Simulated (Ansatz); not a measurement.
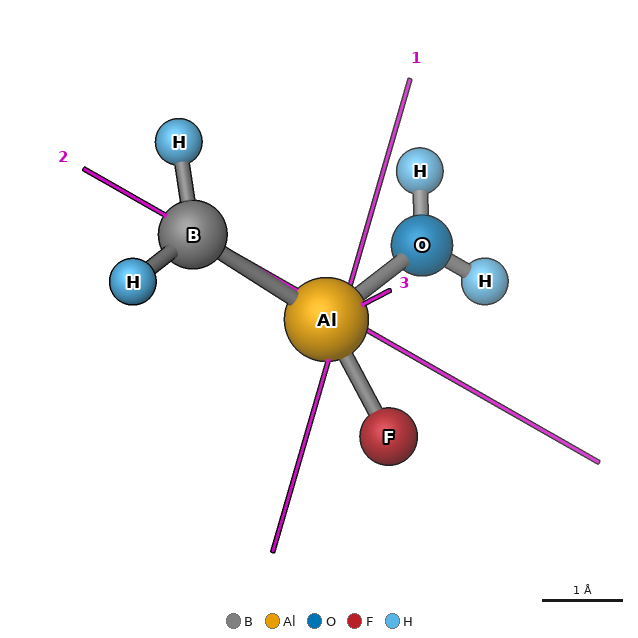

The three principal axes of inertia are drawn and numbered. Atoms fade into the background with distance from the viewer. The species has charge +1 and is a spin singlet. The geometry was computed by an optimisation with PBE-D4/def2-SVP. No frequency run is at hand to confirm it as a minimum. Masses are those of the most abundant isotopes; constants are for the rigid equilibrium geometry.

Which line is the a axis (least moment of inertia), which b and which c?

Answer. a is line 2, b is line 1, c is line 3; the moments are 73.1, 114, 187 u Å².

What kind of rotor is it, and what are its rotational constants in MHz?

Answer. An asymmetric top (Cs): A = 6918, B = 4433, C = 2702 MHz. Ray's parameter κ is −0.18, midway between the limits.
